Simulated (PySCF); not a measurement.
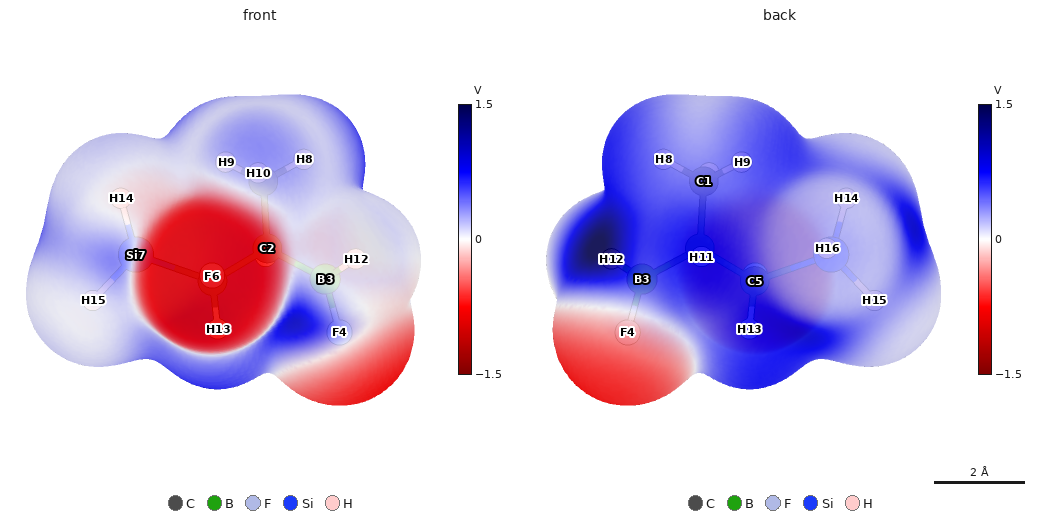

C$_{3}$H$_{9}$BF$_{2}$Si. The molecular electrostatic potential painted on the density surface at 0.001 e/bohr³, seen from the front and from behind; red is negative and blue positive.

Geometry: GFN2-xTB.

Computed with wB97X-D/def2-SVPD, SCF density, gas phase in PySCF 2.14.0.

```xyz
16

C    -0.6205    1.1654    0.9067
C    -0.6938   -0.2524    0.3379
B    -2.0981   -0.6255   -0.3111
F    -2.3573   -1.8988   -0.5209
C     0.3939   -0.4790   -0.7306
F     0.1450    0.3520   -1.8240
Si    2.2122   -0.1651   -0.1815
H    -1.4377    1.3345    1.6041
H     0.3206    1.3261    1.4303
H    -0.7018    1.8926    0.1025
H    -0.4600   -0.9682    1.1353
H    -2.9187    0.1405   -0.6505
H     0.2891   -1.4974   -1.1268
H     2.4540    1.2730   -0.1114
H     3.0764   -0.7751   -1.1909
H     2.3892   -0.8136    1.1195
```

Where is the surface potential most negative and most positive?

Answer. The most negative region (about −0.9 V) lies over F6, the most positive (about +1.4 V) over B3.

How polar is the molecule by this calculation?

Answer. Its dipole moment is 1.84 D.
